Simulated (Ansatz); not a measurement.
## Tl2Te (model cell, started as cuprite): following an unstable mode

Which phase does Tl2Te (model cell, started as cuprite) fall into along its unstable mode, and how much energy does it gain?

Program: Ansatz 0.2.0. Level of theory: DFT PBEsol, scalar-relativistic, plane waves, PAW. Results are calculated unless marked as measured.

The structure was built from a prototype and need not be the compound's stable phase.

In doubt: the program warns that the response may not be converged on this k-mesh (step 2), which bears on dielectric and field responses.

## 1. Set-up

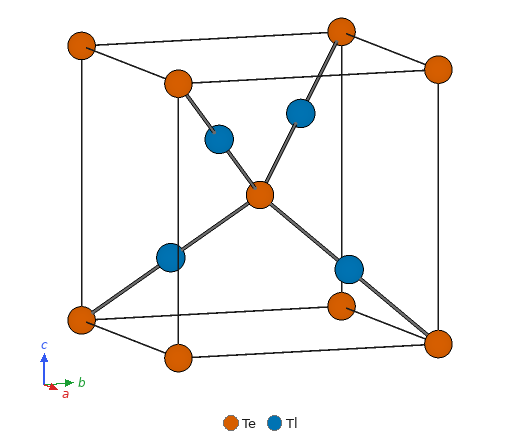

Start, viewed slightly off an axis; tellurium orange, thallium blue. Bonds to atoms that aren't drawn are left out. Some periodic images of atoms are drawn too.

## 2. The dispersion

The cell comes from relaxations at this level that are not shown. Stability and thermal properties need the whole zone. Linear response on a 2×2×2 q mesh gives force constants as far as a supercell of that size would.

input.yaml reads:

```yaml
crystal:
  lattice:
    - [7.2996465413, 0.0, 0.0]
    - [0.0, 7.2996465413, 0.0]
    - [0.0, 0.0, 7.2996465413]
  atoms:
    - { symbol: Te, position: [0.0, 0.0, 0.0] }
    - { symbol: Te, position: [0.5, 0.5, 0.5] }
    - { symbol: Tl, position: [0.25, 0.25, 0.25] }
    - { symbol: Tl, position: [0.75, 0.75, 0.25] }
    - { symbol: Tl, position: [0.75, 0.25, 0.75] }
    - { symbol: Tl, position: [0.25, 0.75, 0.75] }
kpoints:
  mp_grid: { grid: [4, 4, 4] }
hamiltonian:
  xc: pbesol
scf:
  occupations: { method: gaussian, width: 0.01 }
output:
  eigenvalues: true
phonons:
  method: dfpt
  qmesh: [2, 2, 2]
  temperatures: { t_max: 1000, t_step: 50 }
  qpath:
    path:
      - [[0.0, 0.0, 0.0], [0.0, 0.5, 0.0], [0.5, 0.5, 0.0], [0.0, 0.0, 0.0], [0.5, 0.5, 0.5], [0.0, 0.5, 0.0]]
      - [[0.5, 0.5, 0.5], [0.5, 0.5, 0.0]]
    npoints: 10
```

Launch:

```sh
$ ansatz run input.yaml --threads 8 --pin off --max-ram 14336MiB --backend cpu --events-out ev --progress --plain --runs-dir out
```

Numbers of over 12 decimals in the logs are rounded to 6 here.

The program printed:

```text
Warning: phonons: the dynamical matrix that this run interpolates holds no multipole term above the dipole-dipole one, and a site of this crystal is no centre of inversion, so its interpolated transverse optical and acoustic branches and sound speeds can stay off near Gamma, and the density of states and the thermodynamics with them. What a run solves at a wave vector of phonons.qpoints, Gamma apart, where the deck admits one, is free of this, and under fd what a larger phonons.supercell samples
Engine: ansatz 0.2.0, aarch64-unknown-linux-gnu
Pseudopotentials: kind: paw
Pseudopotential: Te, paw, valence charge 16, recommended cutoff 420 eV (normal), Te.paw.azcp
Pseudopotential: Tl, paw, valence charge 13, recommended cutoff 420 eV (normal), Tl.paw.azcp
Functional definition: PBEsol
  exchange = pbesol_x
  correlation = pbesol_c
Crystal: 6 atoms, lattice volume = 388.960 Å³
Basis set: ecut = 420 eV, 7521 PW (Γ), exchange–correlation on 100×100×100 points (8 copies of the dense FFT grid, shifted against one another)
Bands: 51, of which v1, the nominal top of the filled ones, is band 42 counted from 1 (41 counted from 0)
Symmetry: 48 space group operations
k-points: 10 of 64
Non-local potential: Te, projectors of the file, l = 0: 2, l = 1: 2, l = 2: 2, l = 3: 2
Non-local potential: Tl, projectors of the file, l = 0: 2, l = 1: 2, l = 2: 2, l = 3: 1
PAW form: soft (Blöchl's): semilocal exchange-correlation on the pseudo side does not see the compensation charge
PAW frozen core: Te, regenerated for the run's functional, and the local potential with it (the file was generated under x = pbe(κ = 0.804, μ = 0.219515), c = pbe(β = 0.066725))
PAW frozen core: Tl, regenerated for the run's functional, and the local potential with it (the file was generated under x = pbe(κ = 0.804, μ = 0.219515), c = pbe(β = 0.066725))
PAW one-centre angular grid: Te, 590 points (default); XC on 64 Gauss nodes
PAW one-centre angular grid: Tl, 590 points (default); XC on 64 Gauss nodes
Initial density: superposition of atomic densities (neutral atoms: chi_scale 0, normalization atom), corrected by the library's trained network
Initial wavefunctions: pseudopotential atomic-orbital guess
Functional: x = pbesol(κ = 0.804, μ = 0.123457), c = pbesol(β = 0.046)
SCF iter   1: F=—  HF=-58983.410052 eV  |F-HF|=—  |Δ(HF+E_count)|=         —  Δρ=3.48e-3  dr2=1.33e-1  ethr=1.77e-3  ⟨swp⟩=7.6  Hψ=2017  notcnv=0
preconditioner: auto → Resta (q_TF=auto, 2.113 Å⁻¹)  ε∞=3.0  [insulator: Δε(μ)=0.223 eV  Ē_g=10.739 eV  σ=0.010 eV  W_gap=1.00  n_scr=80 (ndim 8)  ℏωp=15.1 eV  f_vac=0.325  D(μ)=0.00/eV (n_scr^D=0)  ε∞_Penn≈3.0]
SCF iter   2: F=—  HF=-58983.383657 eV  |F-HF|=—  |Δ(HF+E_count)|=   2.64e-2  Δρ=1.20e-3  dr2=9.22e-3  ethr=1.58e-4  ⟨swp⟩=2.7  Hψ=738  notcnv=0  defer=24
SCF iter   3: F=—  HF=-58983.386627 eV  |F-HF|=—  |Δ(HF+E_count)|=   2.97e-3  Δρ=4.68e-4  dr2=2.22e-3  ethr=1.10e-5  ⟨swp⟩=2.1  Hψ=973  notcnv=0  defer=24
SCF iter   4: F=—  HF=-58983.388928 eV  |F-HF|=—  |Δ(HF+E_count)|=   2.30e-3  Δρ=1.67e-4  dr2=2.86e-4  ethr=2.64e-6  ⟨swp⟩=2.0  Hψ=652  notcnv=0  defer=24
SCF iter   5: F=—  HF=-58983.389540 eV  |F-HF|=—  |Δ(HF+E_count)|=   6.12e-4  Δρ=4.44e-5  dr2=1.33e-5  ethr=3.41e-7  ⟨swp⟩=2.0  Hψ=658  notcnv=0  defer=24
SCF iter   6: F=—  HF=-58983.389581 eV  |F-HF|=—  |Δ(HF+E_count)|=   4.12e-5  Δρ=1.53e-5  dr2=1.43e-6  ethr=1.58e-8  ⟨swp⟩=2.0  Hψ=806  notcnv=0  defer=24
SCF iter   7: F=—  HF=-58983.389280 eV  |F-HF|=—  |Δ(HF+E_count)|=   3.01e-4  Δρ=2.77e-6  dr2=4.83e-8  ethr=1.70e-9  ⟨swp⟩=2.0  Hψ=806  notcnv=0  defer=24
SCF iter   8: F=—  HF=-58983.389280 eV  |F-HF|=—  |Δ(HF+E_count)|=   2.78e-7  Δρ=6.39e-7  dr2=3.06e-9  ethr=5.75e-11  ⟨swp⟩=2.7  Hψ=841  notcnv=0  defer=24
SCF iter   9: F=—  HF=-58983.389280 eV  |F-HF|=—  |Δ(HF+E_count)|=   1.14e-8  Δρ=1.53e-7  dr2=1.53e-10  ethr=3.65e-12  ⟨swp⟩=2.9  Hψ=895  notcnv=0  defer=24
SCF iter  10: F=—  HF=-58983.389280 eV  |F-HF|=—  |Δ(HF+E_count)|=  9.39e-10  Δρ=4.85e-8  dr2=2.08e-11  ethr=1.00e-12  ⟨swp⟩=2.0  Hψ=588  notcnv=0  defer=24
[...]
SCF 1 converged in 11 iterations: F = -58983.389280 eV  dr2 = 1.09e-12
  greatest PAW one-centre occupation: 0.998 electrons in one spin orbital (limit 2), on the Te atom at site 1 (counted from 0), in its partial waves of l = 2
Initial density: read from a saved state, or passed on in memory by an earlier SCF of this step, an earlier step, the calling program or the single point that the run made first
[...]
eigensolver tolerance schedule: the retry pair's looser diagonalisation over-reported the residual by 398142.62 of it (diagonalisation noise at an unbounded share of the residual, at the tolerance the schedule requests for it); recorded, not acted on — ethr = c·dr2/N_el stays at c = 1.0e-1
preconditioner: auto → Resta (q_TF=auto, 2.113 Å⁻¹)  ε∞=3.0  [insulator: Δε(μ)=0.096 eV  Ē_g=10.750 eV  σ=0.010 eV  W_gap=1.00  n_scr=80 (ndim 8)  ℏωp=15.1 eV  f_vac=0.343  D(μ)=0.00/eV (n_scr^D=0)  ε∞_Penn≈3.0]
[...]
SCF 2 converged in 4 iterations: F = -58983.389280 eV  dr2 = 8.29e-12
k-points: 18 of 64 (irreducible under 8 space group operations, time reversal used)
[...]
SCF iter   1: F=—  HF=-58983.389585 eV  |F-HF|=—  |Δ(HF+E_count)|=         —  Δρ=1.24e-7  dr2=9.17e-11  ethr=8.16e-8  ⟨swp⟩=3.8  Hψ=5943  notcnv=0  defer=123
eigensolver tolerance schedule: the retry pair's looser diagonalisation over-reported the residual by 747357.32 of it (diagonalisation noise at an unbounded share of the residual, at the tolerance the schedule requests for it); recorded, not acted on — ethr = c·dr2/N_el stays at c = 1.0e-1
preconditioner: auto → Resta (q_TF=auto, 2.113 Å⁻¹)  ε∞=3.0  [insulator: Δε(μ)=0.096 eV  Ē_g=10.755 eV  n_scr=80 (ndim 8)  ℏωp=15.1 eV  f_vac=0.343  ε∞_Penn≈3.0]
SCF iter   2: F=—  HF=-58983.389280 eV  |F-HF|=—  |Δ(HF+E_count)|=   3.05e-4  Δρ=1.29e-7  dr2=1.47e-10  ethr=1.00e-12  ⟨swp⟩=13.6  Hψ=5039  notcnv=0
SCF iter   3: F=-58983.389280 eV  HF=-58983.389280 eV  |F-HF|=4.37e-11  |Δ(HF+E_count)|=  5.09e-11  Δρ=7.85e-8  dr2=4.46e-11  ethr=1.00e-12  ⟨swp⟩=1.8  Hψ=1952  notcnv=0
SCF 3 converged in 3 iterations: F = -58983.389280 eV  dr2 = 4.46e-11
NSCF: frozen V_eff on 4 k-points
DFPT response loops at Γ: preconditioner auto → none (the input reference at scf.mixing.eps_inf says where Resta's filter doesn't serve); β = 0.50; Broyden in place of MSR1
k-points: 40 of 216 (irreducible under 8 space group operations, time reversal used)
iter 1 solved again at ethr=3.05e-7 eV; its pass at ethr=3.10e-3 eV (dr2=2.56e-4 eV) is discarded
[...]
NSCF: frozen V_eff on 10 k-points
NSCF: frozen V_eff on 24 k-points
DFPT response loops at q = (0, 0, 0) (fractional): mixed as the last ones told, above
NSCF: frozen V_eff on 72 k-points
DFPT response loops at q = (0, 0, -0.5) (fractional): mixed as the last ones told, above
NSCF: frozen V_eff on 72 k-points
DFPT response loops at q = (0, -0.5, -0.5) (fractional): mixed as the last ones told, above
NSCF: frozen V_eff on 48 k-points
DFPT response loops at q = (-0.5, -0.5, -0.5) (fractional): mixed as the last ones told, above
SCF converged after 11 iterations
Free energy (F): -58983.389280 eV
Harris-Foulkes:  -58983.389280 eV  (|F-HF|=7.28e-12)
Internal energy: -58983.389280 eV  (E = F + TS)
E sigma→0 (E₀):  -58983.389280 eV
Fermi energy:    2.665399 eV
--- Per-component energies (eV) ---
  E_band       = -1060.777532
  E_kinetic    = 1686.871936
  E_local      = -9985.666341  (includes V_loc(G=0)·N_el)
  E_nonlocal   = 663.448345
  E_hartree    = 4594.956658
  E_xc         = -1158.862949
  E_vxc        = -771.573444  (∫ρ·V_xc dr)
  E_paw        = -49232.163648  (= ΣΔE_a)
  E_vpaw       = -1843.771119  (= ΣTr[D̂ρ^β])
  E_aug_tail   = -0.000236  (compensation charges beyond the density's cutoff)
  E_ewald      = -5552.875735
  E_core_change = 0.902691  (= ΣΔE_core)
  E_smearing   = -0.000000  (= −TS)
  E_closure    = 0.000000  (closes the sum)
  Σ components = -58983.389280   (vs F -58983.389280, Δ=0.00e0)
--- Band table (eV; the first three rows and the last of 10) ---
  k-point 0: bands = [... 38 lower, 0.4280, 2.5113, 2.5113, 2.5113, 2.7130, 2.7130, 4.4572, 4.4572, ... 5 higher]
  k-point 1: bands = [... 38 lower, 0.7629, 2.1288, 2.4042, 2.4042, 2.8794, 3.0931, 4.0312, 4.5067, ... 5 higher]
  k-point 2: bands = [... 38 lower, 1.4721, 1.4721, 2.3196, 2.3196, 3.3555, 3.3555, 3.6946, 3.6946, ... 5 higher]
  k-point 9: bands = [... 38 lower, 0.1845, 2.6174, 2.6174, 2.6174, 3.3616, 3.3616, 3.3616, 4.9361, ... 5 higher]
--- Phonons (Γ-DFPT): 2 representative perturbations + reference (Σ response iterations 6) ---
  ASR residual: 5.570e-5 → 0.000e0 eV/Å²; symmetrization residual: 5.928e-5 eV/Å²
  ASR residual per site (eV/Å²): 1.41e-5 1.41e-5 5.57e-5 5.57e-5 5.57e-5 5.57e-5
  Γ frequencies (cm⁻¹): -54.61 -54.61 -54.61 -31.38 -31.38 -31.38 -16.79 -16.79 0.00 0.00 0.00 27.79 27.79 27.79 71.81 71.81 71.81 75.76
  Unit cell's response to a homogeneous field, on a k mesh of 6×6×6: 1 representative field direction (Σ response iterations 10)
  ε∞ (high-frequency dielectric tensor):
       12.392166    -0.000000     0.000000
        0.000000    12.392166     0.000000
       -0.000000     0.000000    12.392166
  ε⁰ (static dielectric tensor): not given — the deck does not say what the cell's rigid motions are, and on a molecule in a box or a wire the rigid rotations would enter the sum over the modes at Γ. For a crystal or a slab, whose only rigid motions are the translations, set phonons.rigid_motions: translations.
  Born effective charges Z* (e; rows j = field, columns β = displacement):
    site 0:
        -5.80622    0.00000    0.00000
        -0.00000   -5.80622    0.00000
         0.00000   -0.00000   -5.80622
    site 1:
        -5.80622    0.00000    0.00000
        -0.00000   -5.80622    0.00000
         0.00000   -0.00000   -5.80622
    site 2:
         2.90311    1.75743    1.75743
         1.75743    2.90311    1.75743
         1.75743    1.75743    2.90311
    site 3:
         2.90311    1.75743   -1.75743
         1.75743    2.90311   -1.75743
        -1.75743   -1.75743    2.90311
    site 4:
         2.90311   -1.75743    1.75743
        -1.75743    2.90311   -1.75743
         1.75743   -1.75743    2.90311
    site 5:
         2.90311   -1.75743   -1.75743
        -1.75743    2.90311    1.75743
        -1.75743    1.75743    2.90311
  Z* charge neutrality: 8.614e-5 e pre-enforcement
  k-mesh period / interband length: 43.8 Å / 4.17 Å = 10.50 at k = (0.0000, 0.0000, 0.0000), direct gap 0.206 eV — UNDER 14: by this measure the k-mesh is too coarse for the response
  optical modes at Γ without the LO–TO term, one row a degenerate level:
      ω (cm⁻¹)  modes    IR ((D/Å)²/amu)
        -54.61      3            36.3672
        -31.38      3             0.0000
        -16.79      2             0.0000
         27.79      3            19.9887
         71.81      3             0.0000
         75.76      1             0.0000
  optical modes at Γ + LO–TO along q̂ = [1.0000, 0.0000, 0.0000]:
      ω (cm⁻¹)  modes    IR ((D/Å)²/amu)
        -54.61      2            24.2448
        -31.38      3             0.0000
        -31.33      1             0.9831
        -16.79      2             0.0000
         27.79      2            13.3258
         71.81      3             0.0000
         75.76      1             0.0000
         84.17      1            17.8022
  optical modes at Γ + LO–TO along q̂ = [0.0000, 1.0000, 0.0000]:
      ω (cm⁻¹)  modes    IR ((D/Å)²/amu)
        -54.61      2            24.2448
        -31.38      3             0.0000
        -31.33      1             0.9831
        -16.79      2             0.0000
         27.79      2            13.3258
         71.81      3             0.0000
         75.76      1             0.0000
         84.17      1            17.8022
  optical modes at Γ + LO–TO along q̂ = [0.0000, 0.0000, 1.0000]:
      ω (cm⁻¹)  modes    IR ((D/Å)²/amu)
        -54.61      2            24.2448
        -31.38      3             0.0000
        -31.33      1             0.9831
        -16.79      2             0.0000
         27.79      2            13.3258
         71.81      3             0.0000
         75.76      1             0.0000
         84.17      1            17.8022
--- Phonons (arbitrary-q DFPT): 4 irreducible q on the 2×2×2 mesh ---
  q = [0.0000, 0.0000, 0.0000] (star 1, of the zone-centre solve; hermiticity 6.96e-5, symmetrization 2.32e-11): -54.61 -54.61 -54.61 -31.38 -31.38 -31.38 -16.79 -16.79 -0.00 0.00 0.00 27.79 27.79 27.79 71.81 71.81 71.81 75.76
  q = [0.0000, 0.0000, -0.5000] (star 3, 4 solved perturbations in 105 linear systems a pass and spin channel, the states on 36 of 64 k-point pairs; hermiticity 5.05e-5, symmetrization 8.89e-11): -33.57 -33.57 -28.70 -28.70 -23.10 -23.10 -16.93 -16.93 8.97 8.97 35.59 35.59 42.34 42.34 68.97 68.97 86.00 86.00
  q = [0.0000, -0.5000, -0.5000] (star 3, 4 solved perturbations in 105 linear systems a pass and spin channel, the states on 36 of 64 k-point pairs; hermiticity 5.99e-5, symmetrization 2.44e-12): -30.35 -30.35 -24.28 -24.28 -24.01 -24.01 -23.13 -23.13 -13.17 -13.17 32.45 32.45 41.62 41.62 73.48 73.48 82.11 82.11
  q = [-0.5000, -0.5000, -0.5000] (star 1, 2 solved perturbations in 42 linear systems a pass and spin channel, the states on 24 of 64 k-point pairs; hermiticity 4.45e-5, symmetrization 9.41e-11): -55.34 -55.34 -55.34 -34.67 -34.67 -34.67 -16.42 -16.42 -12.44 -12.44 -12.44 28.23 28.23 28.23 78.57 78.83 78.83 78.83
  sum rule: each row above includes the acoustic sum rule's correction from the zone centre's row sums; it moved no ω² by more than (0.41 cm⁻¹)²
  mesh force constants: q→R imaginary residual 1.79e-17; ASR residual 5.570e-5 → 0.000e0 eV/Å²; symmetrization residual 1.554e-15 eV/Å²
  interpolated dispersion: 63 rows × 18 modes
  density of states and harmonic sums: on the 10×10×10 q-mesh, interpolated from the force constants of a 2×2×2 supercell (with the dipole–dipole term)
  largest difference from the sums on the solved wave vectors: F 3.42e-1 eV, S 4.16e-4 and C_V 7.39e-5 eV/K
  zero-point energy: 0.028422 eV/cell   skipped modes (ω ≤ 0): 493, of them read as no rigid motion or as one in doubt: 490 (8.639e0 modes/cell left out, lowest -55.34 cm⁻¹)   left out of the sums: 4.80e-1 of the cell's modes: C_V's classical limit lies that fraction below 3 k_B per atom; for a crystal, a wire or a layer, F and S can be off by more, and a phonons.interpolated_qmesh denser along its periods is the remedy for the sampling
```

Run time: 2.5 min. Hardware: 8 threads of Arm Neoverse V2, shared host; peak memory 3.5 GiB; 19 min of CPU time.

Reading the cycles: dr2 is the Hartree energy of the density residual (eV), the measure of convergence; HF is the Harris–Foulkes estimate of the energy, which meets the free energy F at convergence.

This step gave:

* gap on the k-mesh: 0.09567 eV
* volume per atom: 64.83 Å³
* sum-rule residual before enforcement: 5.57e-5 eV/Å²
* lowest frequency on the path: -55.34 cm⁻¹
* point group: m-3m
* highest frequency on the path or at a solved wavevector: 94.3 cm⁻¹
* highest optical mode at the zone centre (no LO-TO term): 75.76 cm⁻¹
* lowest optical zone-centre mode: -54.61 cm⁻¹
* lowest mode on the q mesh (acoustic modes at Γ apart): -55.34 cm⁻¹

Frequencies (cm⁻¹) solved at each irreducible wavevector; negative means imaginary. Frequencies by wavevector, by row:

| q in reciprocal lattice units | star | mode 1 | mode 2 | mode 3 | mode 4 | mode 16 | mode 17 | mode 18 |
| --- | --- | --- | --- | --- | --- | --- | --- | --- |
| 0 0 0 | 1 | -54.6 | -54.6 | -54.6 | -31.4 | 71.8 | 71.8 | 75.8 |
| 0 0 -0.5 | 3 | -33.6 | -33.6 | -28.7 | -28.7 | 69 | 86 | 86 |
| 0 -0.5 -0.5 | 3 | -30.4 | -30.4 | -24.3 | -24.3 | 73.5 | 82.1 | 82.1 |
| -0.5 -0.5 -0.5 | 1 | -55.3 | -55.3 | -55.3 | -34.7 | 78.8 | 78.8 | 78.8 |

Interpolated from a 2×2×2 q mesh, with the LO-TO term (at Γ the limit along the path; where Γ stands inside the path, tables give the limit on arrival). The phonon branches at the labelled points (cm⁻¹):

| point | branch 1 | branch 2 | branch 3 | branch 4 | branch 15 | branch 16 | branch 17 | branch 18 |
| --- | --- | --- | --- | --- | --- | --- | --- | --- |
| Γ | -55 | -55 | -31 | -31 | 72 | 72 | 76 | 84 |
| X | -34 | -34 | -29 | -29 | 69 | 69 | 86 | 86 |
| M | -30 | -30 | -24 | -24 | 74 | 74 | 82 | 82 |
| Γ | -55 | -55 | -31 | -31 | 72 | 72 | 76 | 84 |
| R | -55 | -55 | -55 | -35 | 79 | 79 | 79 | 79 |
| X | -34 | -34 | -29 | -29 | 69 | 69 | 86 | 86 |
| jump to R | -55 | -55 | -55 | -35 | 79 | 79 | 79 | 79 |
| M | -30 | -30 | -24 | -24 | 74 | 74 | 82 | 82 |

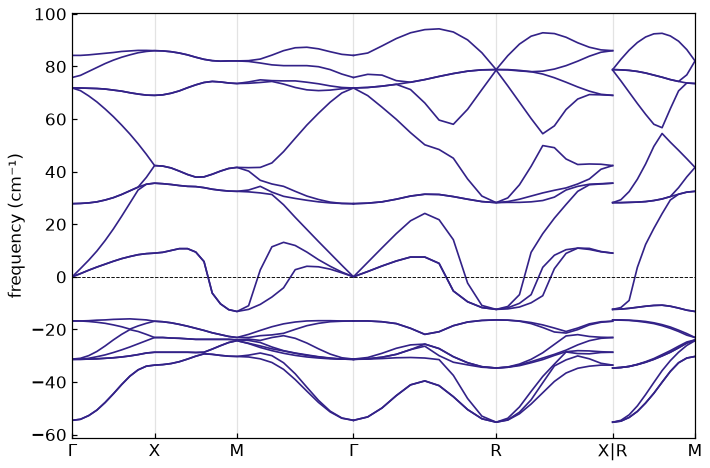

Phonon branches along the path.

Symmetry leaves 4 wavevectors to solve. The lowest mode among them, the acoustic zeros apart, lies at q = (-0.5, -0.5, -0.5) and is imaginary, 55.3i cm⁻¹, so the energy falls along it.

## 3. The mode frozen in, largest atomic shift 0 Å

The mode followed lies at q = (-0.5, -0.5, -0.5) with frequency 55.3i cm⁻¹ and is 3-fold degenerate, the softest among the wavevectors solved. At small amplitude the distorted cell has space group no. 141 by a symmetry search on the positions. The undistorted cell that holds it gives the zero of energy on the same k mesh.

System of this step: Tl2Te (model cell, started as cuprite). It takes space group Pn-3m (No. 224, cubic). The conventional cell has a = 7.300 Å, b = 7.300 Å, c = 7.300 Å, α = 90.00°, β = 90.00°, γ = 90.00°. Nearest to Te lie 4 Tl at 3.16 Å. Nearest to Tl lie 2 Te at 3.16 Å. Farther neighbours and most contacts between anions are not listed.

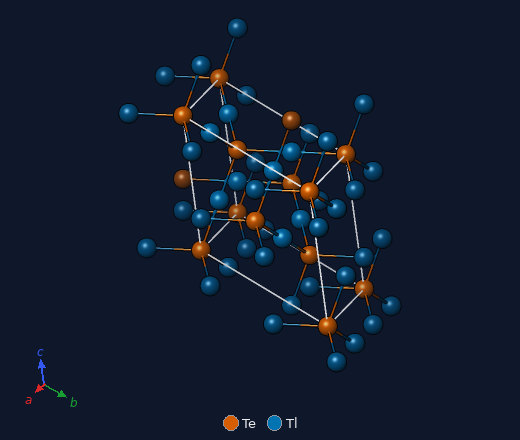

The cell of this step (tellurium orange, thallium blue). Some periodic images of atoms are drawn too.

input.yaml reads:

```yaml
crystal:
  lattice:
    - [7.2996465413, 7.2996465413, 0.0]
    - [7.2996465413, 0.0, 7.2996465413]
    - [7.2996465413, 0.0, -7.2996465413]
  atoms:
    - { symbol: Te, position: [0.0, 0.0, 0.0] }
    - { symbol: Te, position: [0.0, 0.5, 0.5] }
    - { symbol: Te, position: [0.5, 0.25, 0.75] }
    - { symbol: Te, position: [0.5, 0.75, 0.25] }
    - { symbol: Tl, position: [0.25, 0.125, 0.875] }
    - { symbol: Tl, position: [0.25, 0.625, 0.375] }
    - { symbol: Tl, position: [0.75, 0.125, 0.875] }
    - { symbol: Tl, position: [0.75, 0.625, 0.375] }
    - { symbol: Tl, position: [0.25, 0.625, 0.875] }
    - { symbol: Tl, position: [0.25, 0.125, 0.375] }
    - { symbol: Tl, position: [0.75, 0.125, 0.375] }
    - { symbol: Tl, position: [0.75, 0.625, 0.875] }
kpoints:
  mp_grid: { grid: [4, 4, 4] }
hamiltonian:
  xc: pbesol
scf:
  occupations: { method: gaussian, width: 0.01 }
output:
  forces: true
  stress: true
  eigenvalues: true
```

The program printed:

```text
[...]
Crystal: 12 atoms, lattice volume = 777.921 Å³
Basis set: ecut = 420 eV, 15185 PW (Γ), exchange–correlation on 144×144×144 points (8 copies of the dense FFT grid, shifted against one another)
Bands: 101, of which v1, the nominal top of the filled ones, is band 84 counted from 1 (83 counted from 0)
Symmetry: 96 space group operations
[...]
k-points: 8 of 64
[...]
k-point 0: bands = [... 80 lower, 2.5052, 2.6108, 2.6108, 2.6108, 2.7121, 2.7121, 3.3601, 3.3601, ... 9 higher]
  k-point 1: bands = [... 80 lower, 2.3533, 2.3533, 2.4581, 2.4581, 2.9639, 2.9639, 3.4537, 3.4537, ... 9 higher]
  k-point 2: bands = [... 80 lower, 2.2894, 2.2894, 2.2894, 2.2894, 3.3824, 3.3824, 3.3824, 3.3824, ... 9 higher]
  k-point 7: bands = [... 80 lower, 2.1165, 2.1165, 2.1165, 2.1165, 3.5359, 3.5359, 3.5359, 3.5359, ... 9 higher]
[key lines of the parts left out:]
SCF converged after 8 iterations
Free energy (F): -117966.786948 eV
Fermi energy:    2.661660 eV
P = ⅓ Tr σ = -0.0232 GPa (-0.232 kbar)
```

Run time: 3.9 s. Hardware: 8 threads; peak memory 2.8 GiB.

Numbers from this step:

* pressure: -0.02325 GPa
* gap on the k-mesh: 0.1013 eV
* energy from the undistorted cell: 0 meV/atom

The run ends at a pressure of -0.02 GPa.

(Continued in part 2 of 3.)

[Logs are printed without paths, hosts, clocks, repeated set-up lines and the standing remarks that a program may print on its own settings, such as how far it seeks lower states.]

[Hosts, paths, dates, database ids (printed as entryN), source tags and the programs' standing remarks are cut or masked in the printed files.]
